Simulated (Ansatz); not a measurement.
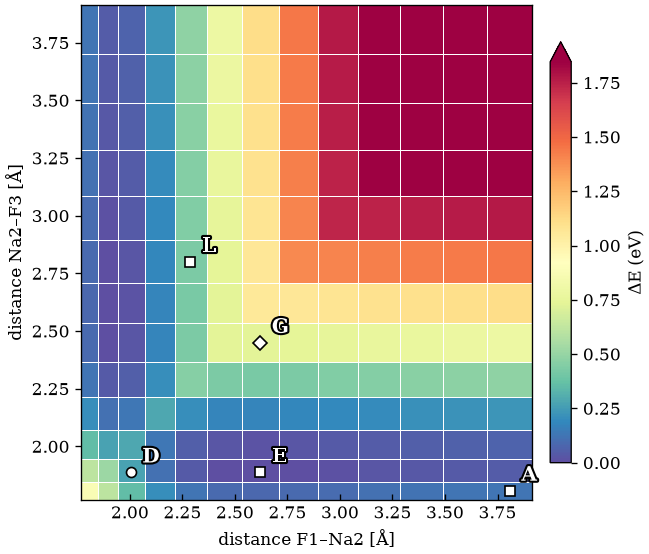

The system F + NaF, spin multiplicity 2. Coordinates scanned: (1) distance F1–Na2; (2) distance Na2–F3. Nothing is relaxed (the angle F1–Na2–F3 is fixed at 120 degrees). The scan uses a 13 × 13 grid; 91 points were computed and 78 follow by symmetry. Points are written as (first, second). All energies are given in eV relative to the lowest grid point. Energies and slopes of some neighbouring points disagree (a jump in structure or state, or too coarse a mesh). Method: UHF/def2-TZVPD (Ansatz 0.2.0).

The picture shows one coloured cell a grid point, one colour for all values above the top of the scale, lettered points.

Is G the lowest point of the computed grid?

No. G lies 0.73 eV above the lowest grid point, which is at (1.887 Å, 2.620 Å).

Rank the lettered points by energy, lowest first.

E (0.00 eV), A (0.13 eV), D (0.27 eV), L (0.43 eV), G (0.73 eV).
